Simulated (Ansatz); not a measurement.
**BSiNH2ClF (SMILES F[Si]1(Cl)BN1): RPA@PBE0/cc-pVDZ**

Aim: the energy change on altering one bond length of BSiNH2ClF at RPA@PBE0/cc-pVDZ, from 2 runs. 

The calculation is run with Ansatz 0.2.0.

139 further runs of the same task are left out: 139 set aside as unsound or not needed.

## 1. The system as given

The species is BSiNH2ClF (7 atoms), meant as a singlet with charge 0. As SMILES, `F[Si]1(Cl)BN1`. The coordinates come from a PBE0-D4/def2-TZVP relaxation.

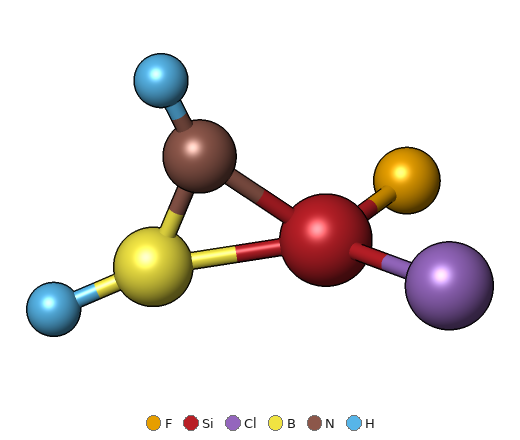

The structure, seen from a chosen angle (fluorine amber, silicon red, chlorine purple, boron yellow, nitrogen brown, hydrogen blue).

## 2. The energy at RPA@PBE0/cc-pVDZ

The input, molecule.yaml:

```yaml
basis:
  gaussian:
    orbitals: cc-pVDZ
crystal:
  periodic: [false, false, false]
  atoms:
    - {symbol: F, position_ang: [-0.412200, -2.179200, -0.210300]}
    - {symbol: Si, position_ang: [-0.003600, -0.782500, 0.428000]}
    - {symbol: Cl, position_ang: [1.448800, -1.240300, 1.779600]}
    - {symbol: B, position_ang: [-0.771300, 0.907300, 0.039600]}
    - {symbol: "N", position_ang: [0.347500, 0.475500, -0.686800]}
    - {symbol: H, position_ang: [-1.454900, 1.876800, 0.033100]}
    - {symbol: H, position_ang: [0.906900, 0.874400, -1.428900]}
correlation:
  method: rpa
  frozen_orbitals: {B: 1, Cl: 5, F: 1, H: 0, "N": 1, Si: 5}
accuracy: high
hamiltonian:
  xc: pbe0
```

Command:

```sh
$ ansatz run molecule.yaml --threads 1 --pin off --max-ram 2610MiB --events-out events.jsonl --progress --plain --runs-dir runs
```

The log of the run:

```text
Warning: RAYON_NUM_THREADS=1 ignored (pool sized by the plan → 1); use --threads N
Functional definition: PBE0
  name "PBE0"
  parameter a = 0.25
  parameter kappa = 0.804
  parameter beta = 0.06672455060314922
  exchange = (1 - a)*pbe_x(kappa = kappa, mu = beta*pi^2/3) + a*exact_x
  correlation = pbe_c(beta = beta)
1963 factors; integrals over basis functions are off by at most 3.6e-9 eV
mean field evaluation 1: about -25300.4737 eV, gradient 5.4e1 eV
mean field evaluation 2: about -25300.6688 eV, gradient 5.4e1 eV
mean field evaluation 4: about -25306.0707 eV, gradient 1.0e1 eV
mean field evaluation 8: about -25306.3406 eV, gradient 1.2e0 eV
mean field evaluation 16: about -25306.3435 eV, gradient 1.4e-4 eV
mean field -25306.34346919 eV, -929.9909692372 hartree, gradient 2.2e-8 eV, S^2 0.000000; 0 other end points of the search recorded, 0 dependent functions left out
13 core orbitals not correlated: weight in the atoms' cores, before any rotation towards them, 1.000 or more for the frozen orbitals, at most 0.000 for the correlated occupied ones
reference -25259.31324750 eV, -928.2626404683 hartree; 14, 14 occupied and 61, 61 virtual orbitals, 1963 factors
Total energy: -25284.34837458 eV, -929.1826644190 hartree
```

Wall time 17 s (1 thread of Arm Neoverse V1, shared host); peak memory 0.3 GiB.

## 3. The distorted shape

The input, in.yaml:

```yaml
crystal:
  periodic: [false, false, false]
  atoms:
    - {symbol: F, position_ang: [-0.691914, -2.378660, 0.160768]}
    - {symbol: Si, position_ang: [-0.283314, -0.981960, 0.799068]}
    - {symbol: Cl, position_ang: [1.169086, -1.439760, 2.150668]}
    - {symbol: B, position_ang: [-1.051014, 0.707840, 0.410668]}
    - {symbol: "N", position_ang: [0.067786, 0.276040, -0.315732]}
    - {symbol: H, position_ang: [-1.734614, 1.677340, 0.404168]}
    - {symbol: H, position_ang: [0.906900, 0.874400, -1.428900]}
basis:
  gaussian: {orbitals: cc-pVDZ}
total_charge: 0
hamiltonian: {xc: pbe0}
correlation: {method: rpa, frozen_orbitals: {B: 1, Cl: 5, F: 1, H: 0, "N": 1, Si: 5}}
accuracy: high
```

Command:

```sh
$ ansatz run in.yaml --threads 1 --pin off --max-ram 2610MiB --events-out events.jsonl --progress --plain --runs-dir runs
```

The log of the run, shortened:

```text
Warning: RAYON_NUM_THREADS=1 ignored (pool sized by the plan → 1); use --threads N
[... 2 set-up lines as earlier in the session ...]
[...]
1969 factors; integrals over basis functions are off by at most 3.6e-9 eV
[...]
mean field -25304.24590057 eV, -929.9138850121 hartree, gradient 2.9e-8 eV, S^2 0.000000; 0 other end points of the search recorded, 0 dependent functions left out
13 core orbitals not correlated: weight in the atoms' cores, before any rotation towards them, 1.000 or more for the frozen orbitals, at most 0.000 for the correlated occupied ones
reference -25256.61455530 eV, -928.1634653592 hartree; 14, 14 occupied and 61, 61 virtual orbitals, 1969 factors
Total energy: -25282.30902369 eV, -929.1077196562 hartree
```

It took 18 s on 1 thread of Arm Neoverse V1, shared host; peak memory 0.3 GiB.

## 4. Outcome

Level: RPA@PBE0/cc-pVDZ, 13 core orbitals frozen.

```
                                                         quantity          value
                                        first shape: total energy  -929.18266 Eh
                    first shape: RPA correlation energy (valence)     -920.0 mEh
                                    distorted shape: total energy  -929.10772 Eh
                distorted shape: RPA correlation energy (valence)     -944.3 mEh
energy change with the N5–H7 bond stretched from 1.011 to 1.517 Å       2.039 eV
```

What this shows: With the N5–H7 bond stretched from 1.011 to 1.517 Å the energy rises by 2.04 eV (47 kcal/mol). The first shape isn't relaxed at this level, so the change isn't measured from a minimum.
